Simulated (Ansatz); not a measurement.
Species, as SMILES: Cl[Se]Cl.
Atoms: Se1, Cl2, Cl3. Bonds: Se1-Cl2, Se1-Cl3.

Basis-set convergence of the optimised Se1-Cl2 bond length at PBE0 with Ansatz (a quantum-chemistry and plane-wave program). Cartesian d functions, on some or all atoms, in 3-21G, 6-31G, 6-31G**; all else is spherical. The program fits the integrals of some runs and decomposes those of others, by size. No added dispersion term, no relativity. Reference: the value in pcseg-3, 2.1447 Å, itself unsure by roughly 0.0003 Å (its mean distance from def2-QZVPP, cc-pV(Q+d)Z). Deviations are taken from unrounded values. Cost is core time over that of 6-31G, rough, on shared machines of one kind. It counts the whole optimisation.

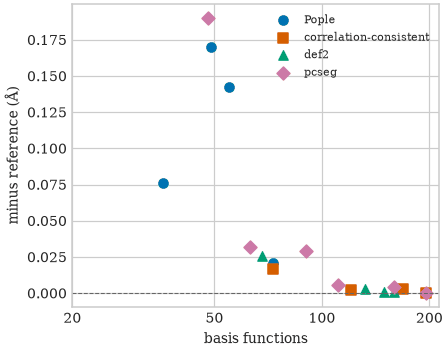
Deviation from the reference against the number of basis functions, by family of sets.

```
basis            functions  optimised Se1-Cl2 bond length (Å)  minus reference (Å)  cost
---------------  ---------  ---------------------------------  -------------------  ----
STO-3G                  36                             2.2207               0.0760  0.5×
pcseg-0                 48                             2.3349               0.1902  0.6×
3-21G                   49                             2.3149               0.1702  0.6×
6-31G                   55                             2.2874               0.1427    1×
pcseg-1                 63                             2.1766               0.0318  0.9×
def2-SVP                68                             2.1704               0.0257  0.9×
6-31G**                 73                             2.1659               0.0211    1×
cc-pV(D+d)Z             73                             2.1615               0.0167    1×
aug-pcseg-1             90                             2.1740               0.0292    1×
pcseg-2                111                             2.1504               0.0057    2×
cc-pV(T+d)Z            121                             2.1468               0.0020    2×
def2-TZVPP             132                             2.1473               0.0026    2×
def2-TZVPD             149                             2.1456               0.0009    3×
aug-pcseg-2            159                             2.1486               0.0039    3×
def2-TZVPPD            159                             2.1456               0.0009    3×
aug-cc-pV(T+d)Z        169                             2.1474               0.0026    4×
cc-pV(Q+d)Z            196                             2.1450               0.0003    5×
pcseg-3                196                             2.1447               0.0000    5×
```
